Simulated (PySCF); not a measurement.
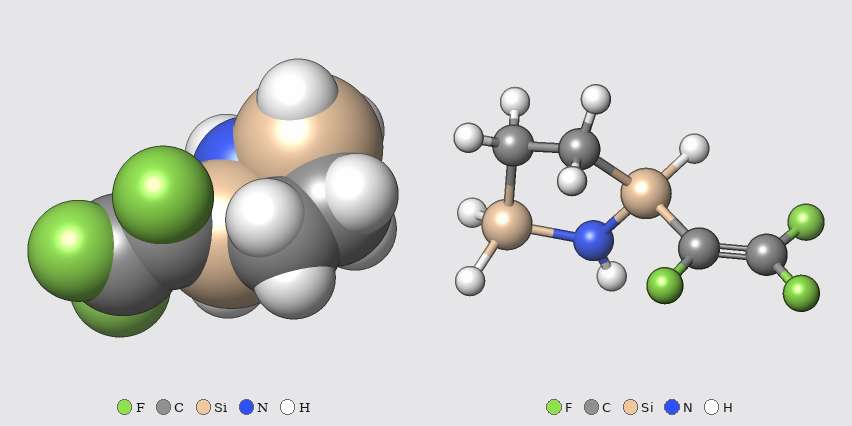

Both panels show the same species.

Computed geometry: PBE0-D3(BJ)/def2-SVP optimisation. No frequency run is at hand to confirm it as a minimum.

What is the molecular formula?

Answer. C4H8F3NSi2, 18 atoms: 4 carbon, 8 hydrogen, 3 fluorine, 1 nitrogen and 2 silicon.

Give the symmetry (Schoenflies symbol).

Answer. C1.

What is its SMILES?

Answer. FC(F)=C(F)[Si@@H]1CC[SiH2]N1

Name some functional groups or characteristic bonds that it holds.

Answer. Among them: alkene, C–F bond, Si–H bond, Si–N bond.

More results for the same structure follow; atom numbers are the same in all pictures, views and colours differ.

Shape

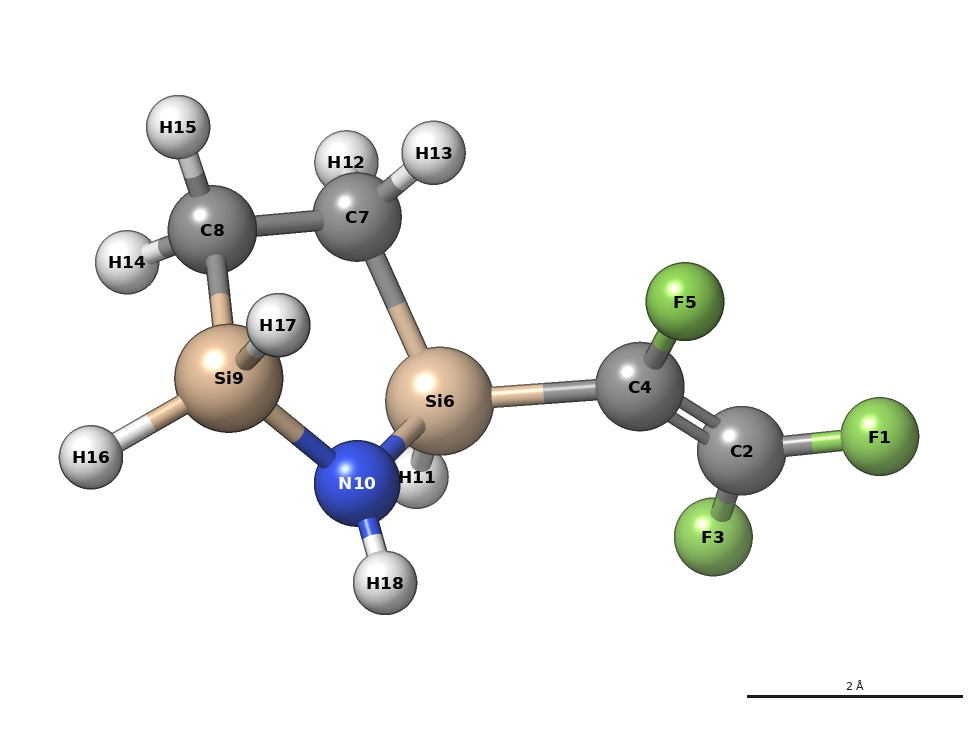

Numbered structure. No frequency run is at hand to confirm it as a minimum.

What are the angles F1–C2–C4, C2–C4–F5, F3–C2–C4, C4–Si6–C7, F5–C4–Si6, Si6–C7–H13, Si6–N10–H18, C7–C8–H14, C8–Si9–H16, Si9–C8–H15, N10–Si6–H11, N10–Si9–H17?

```tsv
angle	degrees
F1–C2–C4	125.2
C2–C4–F5	116.7
F3–C2–C4	123.2
C4–Si6–C7	109.2
F5–C4–Si6	115.9
Si6–C7–H13	105.8
Si6–N10–H18	122.4
C7–C8–H14	110.2
C8–Si9–H16	113.0
Si9–C8–H15	112.8
N10–Si6–H11	114.0
N10–Si9–H17	113.0
```

NMR shielding

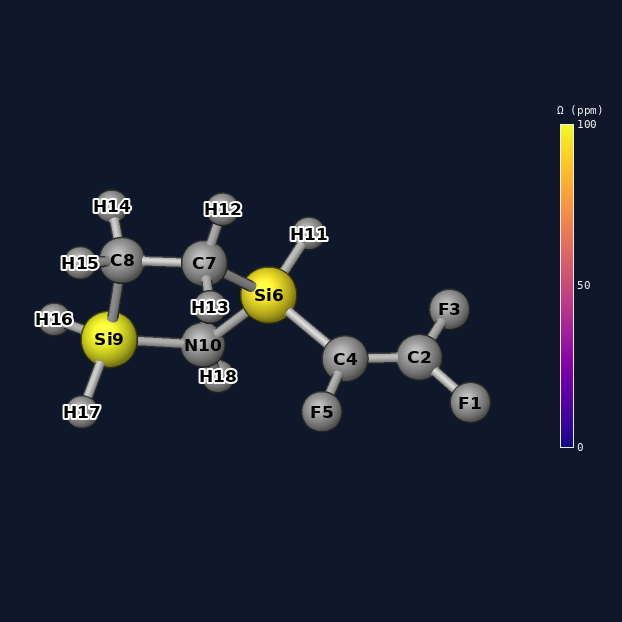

The Si atoms are coloured by the span of their shielding tensor. No frequency run is at hand to confirm it as a minimum. Method: GIAO PBE0/pcSseg-1 NMR shielding, non-relativistic, gas phase (PySCF 2.14.0). Principal shieldings σ11 ≤ σ22 ≤ σ33, span Ω = σ33 − σ11, skew κ = 3(σiso − σ22)/Ω.

Give the shielding tensors of the Si atoms.

| atom | σ11 | σ22 | σ33 | σiso | Ω | κ |
| --- | --- | --- | --- | --- | --- | --- |
| Si6 | 327.2 | 354.2 | 422.6 | 368.0 | 95.4 | 0.43 |
| Si9 | 327.9 | 356.3 | 426.4 | 370.2 | 98.5 | 0.42 |

Shieldings and span in ppm.

Electronic properties

No frequency run is at hand to confirm it as a minimum. Properties computed with CAM-B3LYP/def2-SVPD, gas phase (PySCF 2.14.0). Excitations: vertical, linear response.

Computed properties:

- dipole moment: 1.62 D
- HOMO energy (Kohn–Sham orbital): −8.74 eV
- LUMO energy (Kohn–Sham orbital): 0.62 eV
- HOMO–LUMO gap: 9.37 eV
- mean static polarisability: 105.7 bohr³
- lowest vertical singlet excitation: 6.32 eV
- its oscillator strength: 0.051
- brightest of the 10 lowest singlets: 6.78 eV
- its oscillator strength: 0.34

Quadrupole coupling

No frequency run is at hand to confirm it as a minimum. Electric field gradients from the ground-state density, PBE0/pcSseg-1 (PySCF 2.14.0), non-relativistic apart from any core potentials.

Give the largest field-gradient component, the quadrupole coupling constant and the asymmetry for 14N at N10 (Q = 20.44 mb), 2H at H11 (Q = 2.86 mb), 2H at H12 (Q = 2.86 mb).

| atom | V_zz (a.u.) | e²qQ/h (MHz) | η |
| --- | --- | --- | --- |
| N10 | −0.737 | −3.54 | 0.40 |
| H11 | 0.138 | 0.093 | 0.01 |
| H12 | 0.295 | 0.198 | 0.04 |
